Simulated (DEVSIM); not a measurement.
Device: Pt/Si3N4/n-GaAs capacitor, at 300 K.

```csv
layer (left to right),material,thickness (nm),Nd (cm⁻³)
1,Si3N4,9.80,-
2,GaAs,3900,2.8e16
```

Metal gate on the left, work function 5.6 eV. Fixed charge at the semiconductor interface 6.5e11 cm⁻² (in units of +e); no interface traps.

The device is made up for the run: typed textbook-type constants, with dimensions and the other settings drawn at random. Values at 300 K.

| parameter | Si3N4 | GaAs |
|---|---|---|
| gap (eV) | 5.1 | 1.424 |
| affinity (eV) | 2.1 | 4.07 |
| permittivity | 7.5 | 12.9 |
| Nc (cm⁻³) | - | 4.7e17 |
| Nv (cm⁻³) | - | 9e18 |

Simulated with DEVSIM: 1D Poisson equation in equilibrium, Boltzmann statistics, complete ionisation; no quantum confinement or tunnelling. Metal contacts follow the ideal Schottky-Mott rule: no Fermi-level pinning, no interface dipoles.

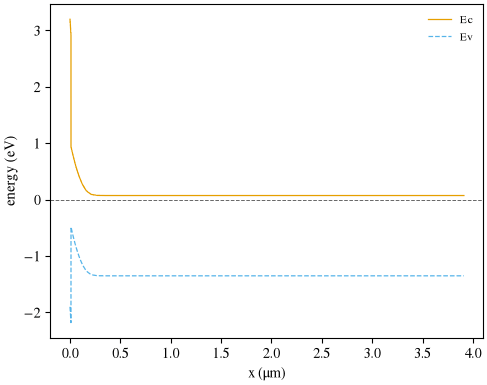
*Band edges at 0.3 V on the gate*

Energies count from the Fermi level of the right contact; mesh points crowd at the junctions.

```
x (μm)    Ec (eV)  Ev (eV)  n (cm⁻³)  p (cm⁻³)  field (V/cm)
--------  -------  -------  --------  --------  ------------
0.000       3.200   -1.900     < 1e2     < 1e2       -300000
0.001311    3.161   -1.939     < 1e2     < 1e2       -300000
0.003740    3.089   -2.011     < 1e2     < 1e2       -300000
0.007070    2.990   -2.110     < 1e2     < 1e2       -300000
0.009462    2.919   -2.181     < 1e2     < 1e2       -300000
0.01064     0.933   -0.491       100    5.0e10        -81000
0.01314     0.913   -0.511       220    2.3e10        -80000
0.02195     0.844   -0.580      3200     1.6e9        -76000
0.03865     0.721   -0.703    360000     1.4e7        -70000
0.07632     0.486   -0.938     3.2e9      1600        -55000
0.1613      0.159   -1.265    1.0e15     < 1e2        -22000
0.4599      0.073   -1.351    2.8e16     < 1e2           ≈ 0
1.026       0.073   -1.351    2.8e16     < 1e2           ≈ 0
2.207       0.073   -1.351    2.8e16     < 1e2           ≈ 0
3.335       0.073   -1.351    2.8e16     < 1e2           ≈ 0
3.655       0.073   -1.351    2.8e16     < 1e2           ≈ 0
3.798       0.073   -1.351    2.8e16     < 1e2           ≈ 0
3.861       0.073   -1.351    2.8e16     < 1e2           ≈ 0
3.894       0.073   -1.351    2.8e16     < 1e2           ≈ 0
3.903       0.073   -1.351    2.8e16     < 1e2           ≈ 0
3.908       0.073   -1.351    2.8e16     < 1e2           ≈ 0
3.910       0.073   -1.351    2.8e16     < 1e2           ≈ 0
```
